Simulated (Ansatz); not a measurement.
## Run report: CH$_{6}$BFO, nudged elastic band

System: CH$_{6}$BFO.
Method: RKS revPBE-D4/6-31G* (Ansatz 0.2.0).

It belongs to a series of runs on one base structure; here: band between the two ends. Figures and captions count atoms from 1; the log counts them from 0 in places.

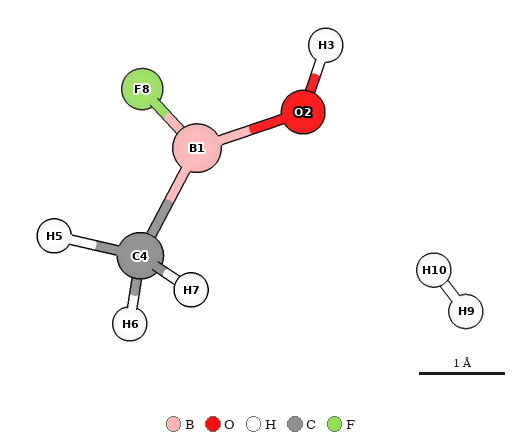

The input geometry (ball-and-stick view, seen at a tilt; atoms are numbered from 1 in the order of the input).

Input:
```yaml
crystal:
  periodic: [false, false, false]
  atoms:
    - { symbol: B, position_ang: [0.081256, -0.538112, 0.035967] }
    - { symbol: O, position_ang: [0.034878, -0.253495, 1.380601] }
    - { symbol: H, position_ang: [-0.86307, -0.42404, 1.732564] }
    - { symbol: C, position_ang: [1.404638, -0.331105, -0.792692] }
    - { symbol: H, position_ang: [1.668531, -1.246127, -1.352589] }
    - { symbol: H, position_ang: [1.262517, 0.462514, -1.549532] }
    - { symbol: H, position_ang: [2.25726, -0.04831, -0.155694] }
    - { symbol: F, position_ang: [-1.05196, -0.991699, -0.565428] }
    - { symbol: H, position_ang: [-0.162048, 3.193692, 1.205675] }
    - { symbol: H, position_ang: [-0.058303, 2.457383, 1.290926] }
basis:
  gaussian: { orbitals: "6-31G*" }
hamiltonian:
  xc: revpbe
  dispersion: d4
neb:
  order_check: false
  images: 7
  f_tol: 0.05
  max_iterations: 60
  final_atoms:
    - { symbol: B, position_ang: [0.04382486, 0.5998738, -0.20018225] }
    - { symbol: O, position_ang: [0.13053337, 0.19156137, 1.68349803] }
    - { symbol: H, position_ang: [-0.60136517, -0.46393295, 1.69966093] }
    - { symbol: C, position_ang: [1.36637332, -0.08042939, -0.75491618] }
    - { symbol: H, position_ang: [1.38176651, -1.17600832, -0.60443605] }
    - { symbol: H, position_ang: [1.44230917, 0.09491909, -1.84597365] }
    - { symbol: H, position_ang: [2.27748177, 0.34367303, -0.29767728] }
    - { symbol: F, position_ang: [-1.1650265, -0.0386111, -0.45118478] }
    - { symbol: H, position_ang: [-0.039137, 1.81220598, -0.07904815] }
    - { symbol: H, position_ang: [-0.26306133, 0.99744949, 2.08005738] }
  initial_path:
    images:
      - { positions_ang: [[0.081256, -0.538112, 0.035967], [0.034878, -0.253495, 1.380601], [-0.86307, -0.42404, 1.732564], [1.404638, -0.331105, -0.792692], [1.668531, -1.246127, -1.352589], [1.262517, 0.462514, -1.549532], [2.25726, -0.04831, -0.155694], [-1.05196, -0.991699, -0.565428], [-0.162048, 3.193692, 1.205675], [-0.058303, 2.457383, 1.290926]] }
      - { positions_ang: [[0.06157055, -0.40666285, 0.03073822], [0.02518566, -0.16212412, 1.47811202], [-0.87531552, -0.35634453, 1.83043758], [1.40121874, -0.26234527, -0.78921713], [1.68403504, -1.21174441, -1.23285595], [1.26025498, 0.44197464, -1.60966108], [2.23133135, 0.09615421, -0.17281766], [-1.07350254, -0.76113647, -0.58575134], [-0.10780226, 2.75284224, 1.00027605], [-0.03327702, 2.15008756, 1.28053729]] }
      - { positions_ang: [[0.04188511, -0.27521371, 0.02550943], [0.01549332, -0.07075323, 1.57562304], [-0.88756104, -0.28864906, 1.92831117], [1.39779947, -0.19358554, -0.78574226], [1.69953909, -1.17736182, -1.11312289], [1.25799296, 0.42143527, -1.66979015], [2.2054027, 0.24061843, -0.18994133], [-1.09504508, -0.53057394, -0.60607468], [-0.05355651, 2.31199248, 0.7948771], [-0.00825103, 1.84279212, 1.27014857]] }
      - { positions_ang: [[0.02219966, -0.14376456, 0.02028065], [0.00580098, 0.02061765, 1.67313405], [-0.89980656, -0.22095359, 2.02618475], [1.39438021, -0.12482581, -0.78226739], [1.71504313, -1.14297924, -0.99338984], [1.25573094, 0.40089591, -1.72991923], [2.17947405, 0.38508264, -0.20706499], [-1.11658761, -0.30001142, -0.62639801], [0.00068923, 1.87114273, 0.58947815], [0.01677495, 1.53549668, 1.25975986]] }
      - { positions_ang: [[0.00251422, -0.01231541, 0.01505187], [-0.00389135, 0.11198854, 1.77064507], [-0.91205208, -0.15325813, 2.12405833], [1.39096095, -0.05606607, -0.77879253], [1.73054717, -1.10859665, -0.87365679], [1.25346893, 0.38035655, -1.7900483], [2.1535454, 0.52954685, -0.22418865], [-1.13813015, -0.06944889, -0.64672135], [0.05493498, 1.43029297, 0.3840792], [0.04180093, 1.22820124, 1.24937115]] }
      - { positions_ang: [[0.01284188, 0.14073189, -0.03875666], [0.02971483, 0.13188174, 1.74885831], [-0.83438035, -0.23092683, 2.01795898], [1.38481404, -0.0621569, -0.77282344], [1.64335201, -1.12544957, -0.8063516], [1.30067899, 0.30899718, -1.80402964], [2.18452949, 0.4830784, -0.24256081], [-1.14485424, -0.06173944, -0.59783721], [0.03141698, 1.52577122, 0.26829736], [-0.03441463, 1.1705133, 1.45704271]] }
      - { positions_ang: [[0.02316954, 0.29377919, -0.09256519], [0.06332101, 0.15177495, 1.72707155], [-0.75670862, -0.30859554, 1.91185963], [1.37866714, -0.06824773, -0.76685435], [1.55615684, -1.14230248, -0.73904642], [1.34788905, 0.23763782, -1.81801098], [2.21551359, 0.43660994, -0.26093297], [-1.15157833, -0.05402999, -0.54895307], [0.00789899, 1.62124947, 0.15251552], [-0.1106302, 1.11282537, 1.66471426]] }
      - { positions_ang: [[0.0334972, 0.44682649, -0.14637372], [0.09692719, 0.17166816, 1.70528479], [-0.6790369, -0.38626424, 1.80576028], [1.37252023, -0.07433856, -0.76088526], [1.46896168, -1.1591554, -0.67174123], [1.39509911, 0.16627845, -1.83199232], [2.24649768, 0.39014148, -0.27930512], [-1.15830241, -0.04632055, -0.50006892], [-0.01561901, 1.71672773, 0.03673369], [-0.18684576, 1.05513743, 1.87238582]] }
      - { positions_ang: [[0.04382486, 0.5998738, -0.20018225], [0.13053337, 0.19156137, 1.68349803], [-0.60136517, -0.46393295, 1.69966093], [1.36637332, -0.08042939, -0.75491618], [1.38176651, -1.17600832, -0.60443605], [1.44230917, 0.09491909, -1.84597365], [2.27748177, 0.34367303, -0.29767728], [-1.1650265, -0.0386111, -0.45118478], [-0.039137, 1.81220598, -0.07904815], [-0.26306133, 0.99744949, 2.08005738]] }
```

Hardware: 1 thread of Arm Neoverse V1, 24 GiB of memory available, shared host.

Command:
```bash
ansatz run input.yaml --threads 1 --pin off --max-ram 2048MiB --backend cpu --events-out ev --progress --plain --runs-dir out
```

Log:
```
Engine: ansatz 0.2.0, aarch64-unknown-linux-gnu
Functional definition: revPBE
  parameter kappa = 1.245
  parameter beta = 0.06672455060314922
  exchange = pbe_x(kappa = kappa, mu = beta*pi^2/3)
  correlation = pbe_c(beta = beta)
847 factors; their error is unknown
mean field evaluation 1: about -6567.1285 eV, gradient 6.5e1 eV
mean field evaluation 2: about -6552.0015 eV, gradient 1.1e2 eV
mean field evaluation 4: about -6575.2902 eV, gradient 4.6e0 eV
mean field evaluation 8: about -6575.3264 eV, gradient 1.3e-1 eV
mean field evaluation 16: about -6575.2753 eV, gradient 4.3e-5 eV
mean field -6575.27526431 eV, -241.6369090817 hartree, gradient 4.3e-5 eV, S^2 0.000000; 0 other end points of the search recorded, 0 dependent functions left out
the calculation of the forces begins
reference -6575.27529308 eV, -241.6369101391 hartree; 17, 17 occupied and 55, 55 virtual orbitals, 847 factors
847 factors; their error is unknown
mean field evaluation 32: about -6574.0305 eV, gradient 1.7e-5 eV
mean field -6574.03052044 eV, -241.5911655883 hartree, gradient 1.7e-5 eV, S^2 0.000000; 0 other end points of the search recorded, 0 dependent functions left out
[... from here on the field's lines of each further geometry are left out, up to the last ...]
NEB iter   1: max|band force component| = 3.946e0 eV/Å  barrier→ = 3.2684 eV  barrier← = 2.0724 eV  Δτ_max = 0.2000 Å  (231 SCF iters)
NEB iter   2: max|band force component| = 3.066e0 eV/Å  barrier→ = 2.4362 eV  barrier← = 1.2402 eV  Δτ_max = 0.2000 Å  (229 SCF iters)
NEB iter   3: max|band force component| = 7.100e0 eV/Å  barrier→ = 2.2957 eV  barrier← = 1.0996 eV  Δτ_max = 0.1002 Å  (208 SCF iters)
NEB iter   4: max|band force component| = 1.384e0 eV/Å  barrier→ = 2.3084 eV  barrier← = 1.1124 eV  Δτ_max = 0.1549 Å  (197 SCF iters)
NEB iter   5: max|band force component| = 8.249e-1 eV/Å  barrier→ = 2.1715 eV  barrier← = 0.9755 eV  Δτ_max = 0.1413 Å  (197 SCF iters)
NEB iter   6: max|band force component| = 8.620e-1 eV/Å  barrier→ = 2.0918 eV  barrier← = 0.8958 eV  Δτ_max = 0.0687 Å  (196 SCF iters)
NEB iter   7: max|band force component| = 5.277e-1 eV/Å  barrier→ = 2.0135 eV  barrier← = 0.8174 eV  Δτ_max = 0.0693 Å  (199 SCF iters)
NEB iter   8: max|band force component| = 1.352e0 eV/Å  barrier→ = 1.9121 eV  barrier← = 0.7161 eV  CI = image 5  Δτ_max = 0.0694 Å  (200 SCF iters)
NEB iter   9: max|band force component| = 7.814e-1 eV/Å  barrier→ = 2.0031 eV  barrier← = 0.8071 eV  CI = image 5  Δτ_max = 0.1163 Å  (201 SCF iters)
NEB iter  10: max|band force component| = 4.549e-1 eV/Å  barrier→ = 2.0428 eV  barrier← = 0.8467 eV  CI = image 5  Δτ_max = 0.0322 Å  (199 SCF iters)
NEB iter  11: max|band force component| = 1.678e-1 eV/Å  barrier→ = 2.0383 eV  barrier← = 0.8422 eV  CI = image 5  Δτ_max = 0.0357 Å  (204 SCF iters)
NEB iter  12: max|band force component| = 1.395e-1 eV/Å  barrier→ = 2.0341 eV  barrier← = 0.8381 eV  CI = image 5  Δτ_max = 0.1352 Å  (195 SCF iters)
NEB iter  13: max|band force component| = 3.832e-1 eV/Å  barrier→ = 2.0270 eV  barrier← = 0.8310 eV  CI = image 5  Δτ_max = 0.0678 Å  (196 SCF iters)
NEB iter  14: max|band force component| = 6.107e-1 eV/Å  barrier→ = 2.0263 eV  barrier← = 0.8303 eV  CI = image 5  Δτ_max = 0.0340 Å  (200 SCF iters)
NEB iter  15: max|band force component| = 2.364e-1 eV/Å  barrier→ = 2.0259 eV  barrier← = 0.8299 eV  CI = image 5  Δτ_max = 0.0283 Å  (204 SCF iters)
NEB iter  16: max|band force component| = 1.190e-1 eV/Å  barrier→ = 2.0259 eV  barrier← = 0.8299 eV  CI = image 5  Δτ_max = 0.0094 Å  (183 SCF iters)
the calculation of the forces begins
reference -6574.01096283 eV, -241.5904468593 hartree; 17, 17 occupied and 55, 55 virtual orbitals, 847 factors
847 factors; their error is unknown
mean field evaluation 1056: about -6573.1703 eV, gradient 3.5e-3 eV
mean field -6573.17031455 eV, -241.5595536050 hartree, gradient 2.2e-5 eV, S^2 0.000000; 1 other end points of the search recorded, 0 dependent functions left out
the calculation of the forces begins
reference -6573.17033992 eV, -241.5595545371 hartree; 17, 17 occupied and 55, 55 virtual orbitals, 847 factors
NEB iter  17: max|band force component| = 2.289e-2 eV/Å  barrier→ = 2.0259 eV  barrier← = 0.8298 eV  CI = image 5  Δτ_max = 0.0000 Å  (348 SCF iters)
```

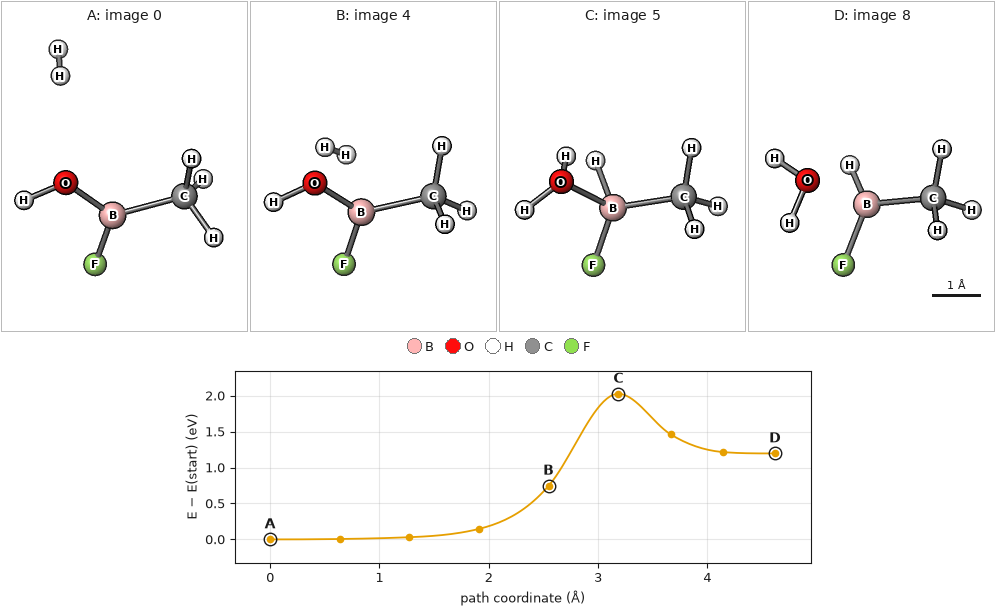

Images of the last band (counted from 0; ball-and-stick, seen at a tilt) above the energy along the path; the line is a cubic interpolation that uses the forces. The highest image is number 5, 2.026 eV above the start and 0.830 eV above the end (the climbing image); the end lies 1.196 eV above the start. The path is 4.62 Å long. The band converged in 17 iterations.

```
Total energy: -6573.64995347 eV, -241.5771800099 hartree
Atom 0 at     0.025474     0.284134     0.038345 Å, force    -0.002563    -0.002490    -0.000484 eV/Å
Atom 1 at     0.102166    -0.003675     1.632627 Å, force     0.002540    -0.000199    -0.001698 eV/Å
Atom 2 at    -0.805573    -0.282400     1.889151 Å, force    -0.001337     0.000942    -0.000388 eV/Å
Atom 3 at     1.387106    -0.029380    -0.698236 Å, force    -0.000006     0.003538     0.000838 eV/Å
Atom 4 at     1.543918    -1.123735    -0.736499 Å, force    -0.000478    -0.001707    -0.000065 eV/Å
Atom 5 at     1.384309     0.344145    -1.737324 Å, force     0.000326    -0.000451    -0.000369 eV/Å
Atom 6 at     2.254716     0.413022    -0.179618 Å, force    -0.000852    -0.000468     0.000302 eV/Å
Atom 7 at    -1.177774    -0.156570    -0.455081 Å, force     0.002973     0.001040     0.001286 eV/Å
Atom 8 at    -0.087690     1.666465     0.269763 Å, force    -0.000464    -0.000106    -0.000213 eV/Å
Atom 9 at    -0.052954     1.168695     1.206670 Å, force    -0.000137    -0.000100     0.000791 eV/Å
Dipole moment:    -0.110256     0.078757     0.251318 e Å
this run last wrote the band of iteration 17 to [file]
```

The last band as extended XYZ (Å, eV, eV/Å):
```
10
Properties=species:S:1:pos:R:3:forces:R:3 image=0 energy=-6575.67580
B     0.0813   -0.5381    0.0360   -0.0114   0.0104   0.0165
O     0.0349   -0.2535    1.3806    0.0023  -0.0071  -0.0213
H    -0.8631   -0.4240    1.7326   -0.0008  -0.0002  -0.0052
C     1.4046   -0.3311   -0.7927    0.0010  -0.0047   0.0060
H     1.6685   -1.2461   -1.3526    0.0011  -0.0008  -0.0016
H     1.2625    0.4625   -1.5495   -0.0023  -0.0009  -0.0028
H     2.2573   -0.0483   -0.1557   -0.0016   0.0000  -0.0015
F    -1.0520   -0.9917   -0.5654    0.0124   0.0038   0.0084
H    -0.1620    3.1937    1.2057    0.0013  -0.0196   0.0033
H    -0.0583    2.4574    1.2909   -0.0021   0.0191  -0.0019
10
Properties=species:S:1:pos:R:3:forces:R:3 image=1 energy=-6575.67009
B     0.0556   -0.4634    0.0869   -0.0088   0.0094  -0.0040
O     0.0604   -0.4239    1.4607   -0.0020   0.0044  -0.0035
H    -0.8433   -0.5798    1.8047    0.0015   0.0011   0.0025
C     1.3809   -0.2503   -0.7371   -0.0005  -0.0084   0.0024
H     1.6637   -1.1833   -1.2593   -0.0008   0.0012  -0.0065
H     1.2380    0.5121   -1.5236    0.0010   0.0003   0.0050
H     2.2253    0.0538   -0.0989    0.0005  -0.0048  -0.0020
F    -1.1270   -0.6945   -0.5453    0.0102  -0.0150  -0.0009
H    -0.1020    2.9912    0.8696    0.0002   0.0092   0.0077
H     0.0219    2.3188    1.1720   -0.0014   0.0026  -0.0009
10
Properties=species:S:1:pos:R:3:forces:R:3 image=2 energy=-6575.64534
B     0.0466   -0.3477    0.1227    0.0025  -0.0141   0.0003
O     0.0830   -0.4993    1.4889   -0.0221  -0.0030  -0.0232
H    -0.8295   -0.5794    1.8358    0.0121  -0.0136   0.0178
C     1.3773   -0.2117   -0.7103   -0.0054  -0.0095   0.0040
H     1.6956   -1.2061   -1.0765    0.0032  -0.0037  -0.0141
H     1.2394    0.4263   -1.5994    0.0008   0.0021   0.0060
H     2.2034    0.1913   -0.1026    0.0032  -0.0125   0.0024
F    -1.1683   -0.3394   -0.4897    0.0087  -0.0234  -0.0059
H    -0.1328    2.6655    0.6128   -0.0045   0.0433   0.0109
H     0.0589    2.1811    1.1482    0.0014   0.0345   0.0017
10
Properties=species:S:1:pos:R:3:forces:R:3 image=3 energy=-6575.52937
B     0.0437   -0.2217    0.1486    0.0100  -0.1386  -0.0070
O     0.0884   -0.4202    1.5110   -0.0036  -0.0972  -0.0001
H    -0.8182   -0.4270    1.8802   -0.0089  -0.0631  -0.0147
C     1.3772   -0.1541   -0.6875    0.0010  -0.0580  -0.0025
H     1.6991   -1.1888   -0.9068    0.0789  -0.0287  -0.0576
H     1.2553    0.3616   -1.6546   -0.0439  -0.0066   0.0301
H     2.1980    0.3247   -0.1281   -0.0255  -0.0257   0.0241
F    -1.1721   -0.1461   -0.4556   -0.0037  -0.0378  -0.0009
H    -0.1213    2.2611    0.4454   -0.0310   0.2273   0.0238
H     0.0236    1.8912    1.0773    0.0266   0.2285   0.0048
10
Properties=species:S:1:pos:R:3:forces:R:3 image=4 energy=-6574.92928
B     0.0442   -0.0190    0.1522    0.0518  -0.9230   0.3397
O     0.0982   -0.2419    1.5432    0.0140  -0.7104  -0.2532
H    -0.8145   -0.3077    1.8903    0.0010  -0.0933   0.0151
C     1.3843   -0.0594   -0.6775   -0.0150  -0.0719   0.0576
H     1.5959   -1.1425   -0.7680    0.1762  -0.0339  -0.0956
H     1.3378    0.3478   -1.7020   -0.1576   0.0225   0.0934
H     2.2426    0.3924   -0.1539   -0.0405  -0.0201   0.0550
F    -1.1678   -0.1220   -0.4603    0.0333   0.0672   0.0051
H    -0.0990    1.8960    0.3657   -0.0657   0.6722   0.2794
H    -0.0481    1.5370    1.0402    0.0024   1.0908  -0.4966
10
Properties=species:S:1:pos:R:3:forces:R:3 image=5 energy=-6573.64993
B     0.0255    0.2841    0.0383   -0.0026  -0.0025  -0.0005
O     0.1022   -0.0037    1.6326    0.0025  -0.0002  -0.0017
H    -0.8056   -0.2824    1.8892   -0.0013   0.0009  -0.0004
C     1.3871   -0.0294   -0.6982    0.0000   0.0035   0.0008
H     1.5439   -1.1237   -0.7365   -0.0005  -0.0017  -0.0001
H     1.3843    0.3441   -1.7373    0.0003  -0.0005  -0.0004
H     2.2547    0.4130   -0.1796   -0.0009  -0.0005   0.0003
F    -1.1778   -0.1566   -0.4551    0.0030   0.0010   0.0013
H    -0.0877    1.6665    0.2698   -0.0005  -0.0001  -0.0002
H    -0.0530    1.1687    1.2067   -0.0001  -0.0001   0.0008
10
Properties=species:S:1:pos:R:3:forces:R:3 image=6 energy=-6574.21372
B     0.0138    0.4247   -0.1102   -0.0240   0.2779  -0.3101
O     0.1039    0.0834    1.6898   -0.0095   0.1746   0.1092
H    -0.7968   -0.2631    1.8830    0.0094   0.0090  -0.0282
C     1.3836   -0.0539   -0.7298    0.0099  -0.0273  -0.0539
H     1.5083   -1.1506   -0.7468   -0.0295  -0.0292  -0.0081
H     1.4226    0.3088   -1.7739    0.0988  -0.0496  -0.0637
H     2.2490    0.3855   -0.2020   -0.0117  -0.0120  -0.0235
F    -1.1783   -0.1775   -0.4572    0.0141  -0.0856  -0.0238
H    -0.0977    1.6549    0.1066   -0.0583  -0.0380  -0.3393
H    -0.0348    1.0687    1.5702    0.0007  -0.2199   0.7413
10
Properties=species:S:1:pos:R:3:forces:R:3 image=7 energy=-6574.46044
B     0.0132    0.5075   -0.1886    0.0008   0.0277  -0.0259
O     0.1077    0.1242    1.6854    0.0021   0.0180  -0.0059
H    -0.7747   -0.2942    1.7972    0.0098  -0.0169  -0.0320
C     1.3766   -0.0665   -0.7593   -0.0017   0.0015  -0.0112
H     1.4385   -1.1691   -0.7247   -0.0155  -0.0024   0.0114
H     1.4770    0.2363   -1.8197    0.0210  -0.0241  -0.0161
H     2.2530    0.3464   -0.2284    0.0016  -0.0032  -0.0090
F    -1.1648   -0.1720   -0.4601    0.0052  -0.0123  -0.0014
H    -0.1229    1.7170   -0.0455   -0.0191   0.0186  -0.0596
H    -0.0299    1.0511    1.9735   -0.0042  -0.0068   0.1497
10
Properties=species:S:1:pos:R:3:forces:R:3 image=8 energy=-6574.47978
B     0.0438    0.5999   -0.2002   -0.0017   0.0098   0.0057
O     0.1305    0.1916    1.6835    0.0121   0.0048  -0.0057
H    -0.6014   -0.4639    1.6997   -0.0066  -0.0096   0.0018
C     1.3664   -0.0804   -0.7549    0.0034  -0.0036  -0.0018
H     1.3818   -1.1760   -0.6044    0.0000   0.0037  -0.0021
H     1.4423    0.0949   -1.8460    0.0001   0.0005   0.0073
H     2.2775    0.3437   -0.2977   -0.0018  -0.0022  -0.0006
F    -1.1650   -0.0386   -0.4512   -0.0062  -0.0050  -0.0008
H    -0.0391    1.8122   -0.0790    0.0042  -0.0004  -0.0050
H    -0.2631    0.9974    2.0801   -0.0033   0.0021   0.0012
```

Key numbers:

```tsv
quantity	value
outcome	converged
barrier, forward	2.026 eV
barrier, backward	0.830 eV
wall time	4.3 min
peak memory	0.13 GiB
```

Notes:

The order of the saddle point was not checked.
